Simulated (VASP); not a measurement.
Shape and ions are relaxed at each volume.

Energy against volume of As (a7). These are vdW-DF-cx, VASP's PBE PAW potentials (set 64) (plane waves; VASP 6.6.1) values and carry that method's errors.

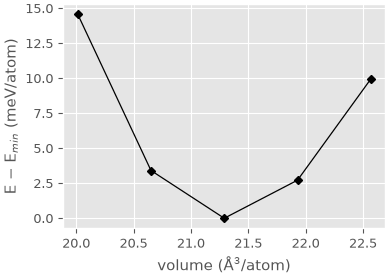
Figure. Energy against volume

Q: Estimate the equilibrium volume and the bulk modulus.

A: The minimum lies near 21.3 Å³/atom, and the curvature gives B0 of about 50 GPa.

Measured: bulk modulus 40.8 GPa at 0 K (computed value off by +22.5 %), as given by K. Lejaeghere et al., Critical reviews in solid state and materials sciences/CRC critical reviews in solid state and materials sciences (2013), arXiv:1204.2733 [extrapolated to 0 K and zero-point effects removed (source: thermally corrected experimental values)].

The compound is As in the a7 structure. It was relaxed first.
